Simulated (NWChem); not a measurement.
# B3LYP/def2-TZVP run of C2H6S2 (dimethyl disulfide)

What is the electronic atomisation energy of C2H6S2 (dimethyl disulfide) at B3LYP/def2-TZVP? 

The results are computed with NWChem 7.3.0.

4 further runs of the same task are left out: 4 that didn't finish.

### Step 1. The structure to begin with

C2H6S2 has 10 atoms, charge 0, and is taken as a singlet. As SMILES, `CSSC`. Geometry: relaxed at PBE0-D4/def2-TZVP. This is one conformer, not always the lowest.

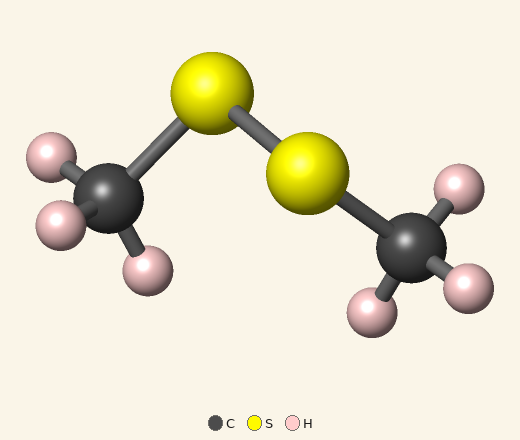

Viewed from a chosen angle; carbon dark grey, sulfur yellow, hydrogen pink.

### Step 2. A single-point energy at B3LYP/def2-TZVP (run 1)

c2h6s2.nw

```
start c2h6s2
title "C2H6S2"
memory 2200 mb
charge 0
geometry units angstroms noautosym nocenter noautoz
 C    -1.051300    1.501800   -0.317200
 S     0.740400    1.356700   -0.153900
 S     0.967800   -0.119700    1.216900
 C     0.915200   -1.624600    0.221900
 H    -1.485400    0.595200   -0.738400
 H    -1.506100    1.726500    0.646700
 H    -1.228700    2.332500   -1.004300
 H     1.095800   -2.452600    0.911400
 H    -0.061400   -1.758100   -0.243200
 H     1.696600   -1.608900   -0.536800
end
basis spherical bse
 * library def2-TZVP
end
dft
 xc b3lyp
 mult 1
 grid fine
 convergence energy 1e-08
 maxiter 100
 mulliken
 print low
end
task dft energy
```

Launch:

```sh
$ nwchem c2h6s2.nw > c2h6s2.out
```

Log:

```text
[...]
 d= 0,ls=0.0,diis     1   -876.2592171772 -1.10D+03  2.86D-03  1.08D+00    13.2
[...]
 d= 0,ls=0.0,diis     8   -876.3074689663 -2.00D-09  9.82D-07  6.41D-08    96.3
         Total DFT energy =     -876.307468966325
      One electron energy =    -1650.717555084645
           Coulomb energy =      615.764350941913
    Exchange-Corr. energy =      -64.562845860884
 Nuclear repulsion energy =      223.208581037290
[...]
      Total Density - Mulliken Population Analysis
     ---------------------------------------------
    Atom       Charge   Shell Charges
 -----------   ------   -------------------------------------------------------
    1 C    6     6.31   0.85  1.12  0.53  0.65  0.09  1.32  1.27  0.42  0.01  0.04  0.00
    2 S   16    16.07   2.01  0.47  1.49  1.13  0.73  4.19  1.66  0.95  2.25  1.01  0.05  0.13  0.02
    3 S   16    16.07   2.01  0.47  1.49  1.13  0.73  4.19  1.66  0.95  2.25  1.01  0.05  0.13  0.02
    4 C    6     6.31   0.85  1.12  0.53  0.65  0.09  1.32  1.27  0.42  0.01  0.04  0.00
    5 H    1     0.88   0.28  0.48  0.10  0.02
    6 H    1     0.87   0.28  0.47  0.10  0.02
    7 H    1     0.88   0.28  0.47  0.10  0.02
    8 H    1     0.88   0.28  0.47  0.10  0.02
    9 H    1     0.88   0.28  0.48  0.10  0.02
   10 H    1     0.87   0.28  0.47  0.10  0.02
[...]
```

It took 97 s on 1 thread of AMD EPYC 7R43 (Zen 3), shared host; peak memory 0.12 GiB.

### Step 3. The C atom, same level (run 2)

mol.nw

```
start mol
title "C"
memory total 2200 mb
charge 0
geometry units angstrom noautosym nocenter noautoz
  C        0.000000       0.000000       0.000000
end
basis spherical bse
  * library def2-TZVP
end
dft
  xc b3lyp
  mult 3
  grid fine
  convergence energy 1e-08
  iterations 100
  mulliken
  print low
end
task dft energy
```

Run the same way, it converges to -37.85948 Eh (log not shown).

### Step 4. The H atom at the same level (run 3)

test.xyz

```xyz
1

H      0.000000     0.000000     0.000000
```

test.nw

```
start test
memory 2200 mb

geometry noautosym nocenter noautoz
  load test.xyz
end

basis spherical bse
  H library def2-TZVP
end

dft
  xc b3lyp
  mult 2
  grid fine
  convergence energy 1e-08
  maxiter 100
  mulliken
  print low
end

task dft energy
```

Run the same way, it converges to -0.50215 Eh (log not shown).

### Step 5. The S atom at the same level (run 4)

m1.nw

```
START m1
memory stack 880 mb heap 220 mb global 1100 mb
GEOMETRY units bohr noautosym nocenter noautoz
S    0.00000000   0.00000000   0.00000000
END
BASIS spherical bse
* library def2-TZVP
END
DFT
xc b3lyp
mult 3
grid fine
convergence energy 1e-08
maxiter 100
mulliken
print low
END
TASK dft energy
```

Run the same way, it converges to -398.13237 Eh (log not shown).

### Step 6. All runs side by side

| run | level | partner | energy (Eh) | wall time |
| --- | --- | --- | --- | --- |
| 1 | B3LYP/def2-TZVP | base | -876.307469 | 97 s |
| 2 | UB3LYP/def2-TZVP | atoms | -37.859478 | 1.6 s |
| 3 | UB3LYP/def2-TZVP | atoms | -0.502154 | 0.91 s |
| 4 | UB3LYP/def2-TZVP | atoms | -398.132374 | 2.9 s |

### Step 7. Outcome

Level: B3LYP/def2-TZVP.

| quantity | value |
| --- | --- |
| S atom: total energy | -398.13237 Eh |
| S atom: ⟨S²⟩ | 2.004 |
| electronic atomisation energy | 35.670 eV |

Taking the molecule apart into free atoms costs 35.67 eV (3442 kJ/mol), before zero-point energy and without spin-orbit coupling. All runs together took 1.7 min, the longest 97 s.
